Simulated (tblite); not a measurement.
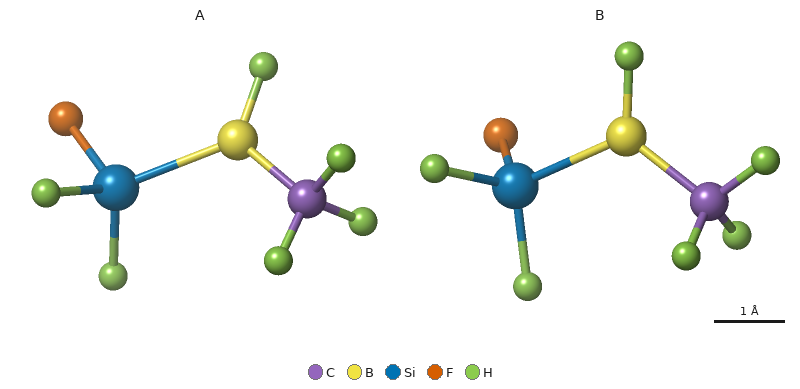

Two geometries of CH₆BFSi, drawn at one scale. One is the start of a relaxation, the other its converged end. A ball-and-stick model, seen at a tilt.

Method: GFN2-xTB geometry optimisation, gas phase in tblite 0.8.0. 

> Which of the two is the end point?

Structure A is the relaxed one. Over 72 geometry steps the energy falls by 0.270 eV. The largest move after the best rigid fit is that of an H atom, 1.04 Å. Largest moves by element: H 1.04 Å, F 0.73 Å, B 0.36 Å, C 0.18 Å, Si 0.04 Å. Some distances before and after: F–Si 1.686 → 1.626 Å, C–H 1.116 → 1.090 Å, H–Si 1.475 → 1.468 Å, B–H 1.182 → 1.176 Å. Bond angles that change, for instance: B–Si–H 108.5° → 117.3°, F–Si–H 110.2° → 101.6°, F–Si–H 109.3° → 101.3°. Groups turn about B–Si by about 55°, B–C by about 45°.
